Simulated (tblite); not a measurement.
# C6H9ClSi: the cost of one run

Programs: tblite 0.8.0 and PySCF 2.14.0, with density-fitted response routines of our own. Each step states its level of theory. These are calculated values for one molecule in the gas phase, unless marked as measured. Atoms count from 0, in the outputs and in this text.

**1. The molecule as given**

17 atoms, charge 0, multiplicity 1; geometry from: force field or distance geometry start.

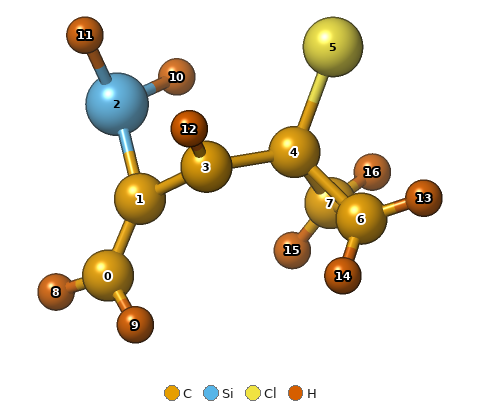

The starting geometry (carbon amber, silicon blue, chlorine yellow, hydrogen orange), atoms numbered; sticks join atoms by distance.

**2. Optimising the geometry with GFN2-xTB**

The job: settings as JSON, then the geometry in Å.

```
{"job": {"kind": "relax", "xc": "GFN2-xTB", "basis": "xTB"}, "charge": 0, "multiplicity": 1}
C      1.989700    -0.442700    -1.417100
C      1.426300    -0.455600    -0.213900
Si     1.322100    -1.599300     1.075300
C      0.712900     0.556300     0.471500
C     -0.834600     0.532800     0.555200
Cl    -1.502900     0.543000     2.218900
C     -1.612700     1.421900    -0.418200
C     -1.726800    -0.064600    -0.507300
H      2.521200    -1.293700    -1.826200
H      1.904900     0.445900    -2.035800
H     -0.009500    -2.252800     1.247000
H      2.014500    -1.304100     2.345900
H      1.245400     1.084200     1.267700
H     -2.458700     1.975100    -0.041000
H     -1.059100     1.942900    -1.185700
H     -1.277700    -0.552800    -1.352900
H     -2.662000    -0.524500    -0.193300
```

Started as:

```console
OMP_NUM_THREADS=1 python probes_run.py task.json out
```

The driver reads the jobs from task.json and runs them one after another.

Q: Estimate the wall time and peak memory of this first job on 1 thread of Arm Neoverse N1, shared host.

About 1.7 s, with a peak of 0.18 GiB.
